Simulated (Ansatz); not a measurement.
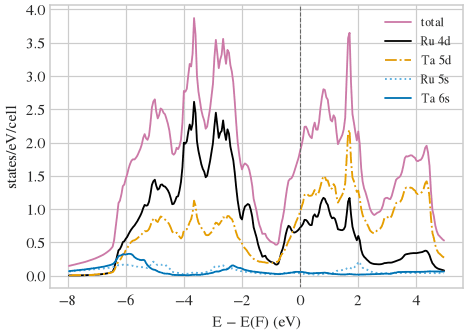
*Total and projected density of states of TaRu (L1₀ or tetragonal B2, P4/mmm), r²SCAN in the plane-wave PAW code Ansatz*

Q: Which orbitals carry the states next to the Fermi level?

A: Within 0.5 eV of the Fermi level: Ta 5d 51 %, Ru 4d 41 %. Projections are on Löwdin-orthogonalised atomic valence shells; empty p or d shells of many metals are not among them.

Q: Where is the tallest occupied peak in this window, and what makes it?

A: Near -3.6 eV, about 3.9 states/eV per cell; the largest projected share is Ru 4d.

The workflow started from an entry of the Crystallography Open Database (COD), which files this formula under 2 space groups. Whether it is the stable phase at ambient conditions was not checked. The r²SCAN relaxation kept the symmetry of its start; whether a distortion lowers the energy is not shown. No spin polarisation was allowed. Scalar-relativistic: spin–orbit coupling is off unless named, which matters more the heavier the elements.

Potentials: the later of the program's two PAW sets.
